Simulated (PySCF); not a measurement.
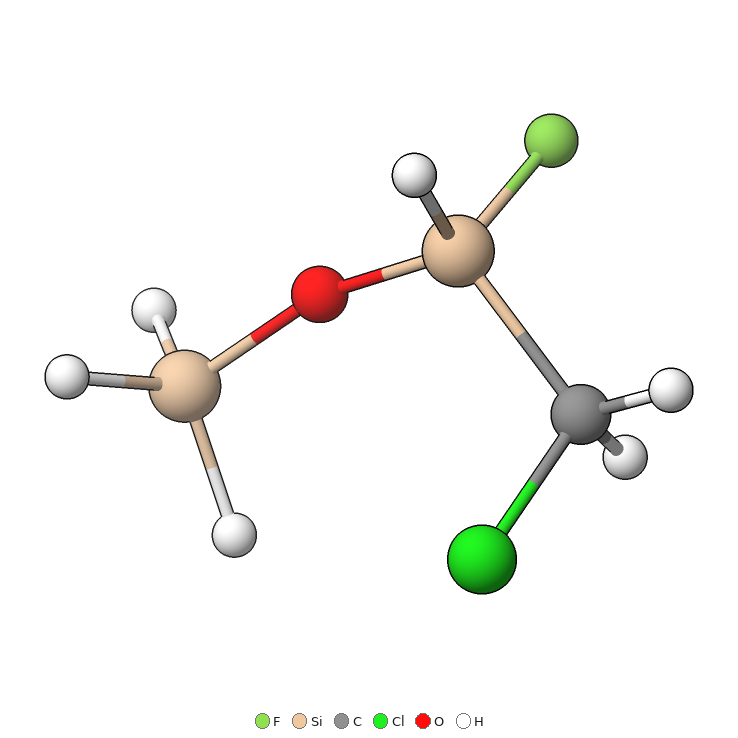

The geometry was computed by an optimisation with GFN2-xTB. No frequency run is at hand to confirm it as a minimum. Properties computed with CAM-B3LYP/def2-SVPD, gas phase (PySCF 2.14.0). Excitations: vertical, linear response.

Predict the main results.

The species is CH₆ClFOSi₂ (`F[Si@H](CCl)O[SiH3]`).
- dipole moment: 0.41 D
- HOMO energy (Kohn–Sham orbital): −9.69 eV
- LUMO energy (Kohn–Sham orbital): 0.80 eV
- HOMO–LUMO gap: 10.49 eV
- mean static polarisability: 76.7 bohr³
- lowest vertical singlet excitation: 6.82 eV
- its oscillator strength: 0.013

The geometry is semi-empirical. Around Si such bond lengths and angles can be off by a tenth of an ångström or more and by several degrees, and values that hang on the shape move with them.
